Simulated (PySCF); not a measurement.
# C4H12O6Si4 ((MeSi)4O6 adamantane): what the fields show

Input

```
{"job": {"kind": "uv", "xc": "PBE0", "basis": "def2-SVPD", "ip": false, "nstates": 10}, "charge": 0, "multiplicity": 1}
Si    -0.028362     1.709835    -0.389069
C     -0.056783     3.498532    -0.789519
O     -1.518320     0.967464    -0.577720
Si    -1.606979    -0.669189    -0.232010
C     -3.281715    -1.380698    -0.458139
O     -1.038844    -0.822785     1.335945
Si     0.487084    -0.214601     1.662892
C      1.004148    -0.438493     3.407625
O      0.434087     1.391005     1.188570
O      1.505613    -0.967035     0.566579
Si     1.125496    -0.819216    -1.058170
C      2.311976    -1.680208    -2.159197
O      1.027934     0.828610    -1.345016
O     -0.444231    -1.386057    -1.201290
H      0.940911     3.937681    -0.644455
H     -0.770431     4.021993    -0.136890
H     -0.359593     3.649104    -1.835866
H     -3.567556    -1.361462    -1.519794
H     -4.021033    -0.805223     0.117627
H     -3.297292    -2.422974    -0.107522
H      0.240347    -0.033658     4.087160
H      1.953448     0.085571     3.590925
H      1.143328    -1.506644     3.629249
H      3.328284    -1.291222    -2.000308
H      2.036099    -1.524692    -3.212259
H      2.310975    -2.759706    -1.949407
```

Command:

```sh
OMP_NUM_THREADS=2 python probes_run.py task.json out
```

Geometry: PBE0-D3(BJ)/def2-SVP.

Computed with PBE0/def2-SVPD, SCF density, gas phase in PySCF.

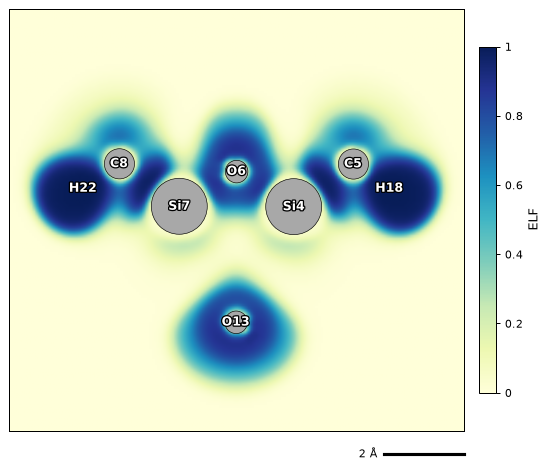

Figure 1. ELF on the plane of atoms O6, Si7 and C8. Grey discs cover the atomic cores.

### Read the bonding off the picture.

- The section cuts through Si, C, O and H sites.
- Si–O (1.67 Å): the ELF peaks at about 0.85 between the atoms; a polar covalent bond.
- C–Si (1.83 Å): the ELF peaks at about 0.95 between the atoms, as expected for a shared electron pair.
- C–H (1.10 Å): the ELF climbs to about 1 towards the hydrogen, as it does in any bond to H; a covalent bond by its length.
- The ELF also peaks beside O13 and O6, away from the bonds: lone-pair regions.

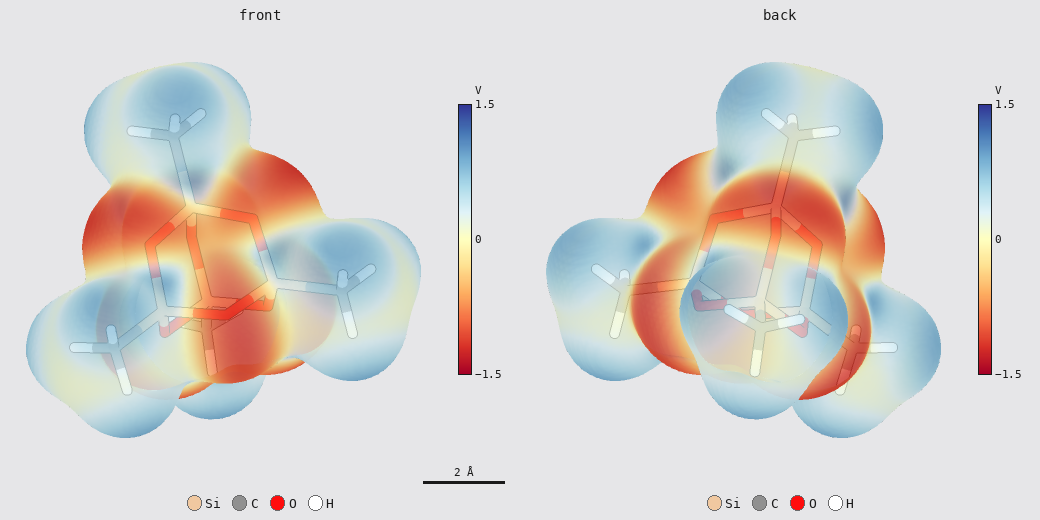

Figure 2. The electrostatic potential painted on the density surface at 0.002 e/bohr³, seen from the front and from behind; red is negative and blue positive.

### Describe the electrostatic potential map.

The most negative region (about −1.2 V, or −28 kcal/mol for a unit charge) lies over the O atoms, the most positive (about +0.9 V, or +21 kcal/mol for a unit charge) over the H and Si atoms.

### What dipole moment does the calculation give?

Its dipole moment is 0.03 D.
